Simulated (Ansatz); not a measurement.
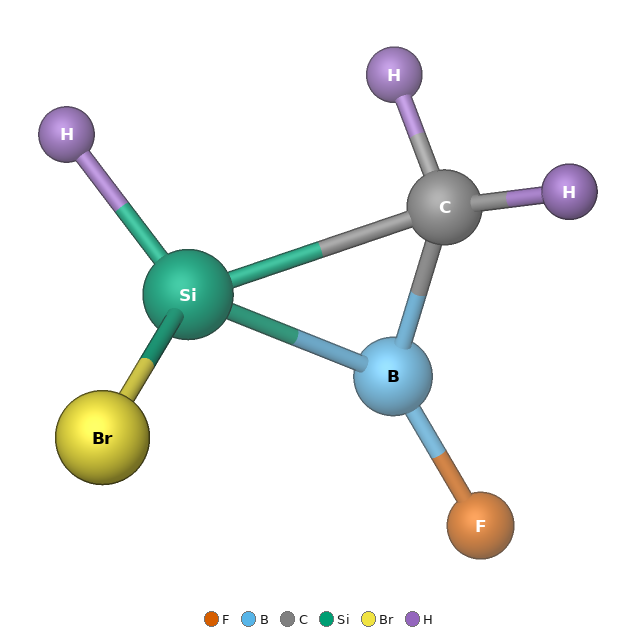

Distant atoms are faded towards the background colour. The computed structure is the end point of a PBE-D4/def2-SVP optimisation. No frequency run is at hand to confirm it as a minimum.

List the symmetry elements and name the point group.

Answer. It has no symmetry element but the identity, so the point group is C1. The group has 1 operation. The geometry is chiral, and symmetry allows a dipole moment.
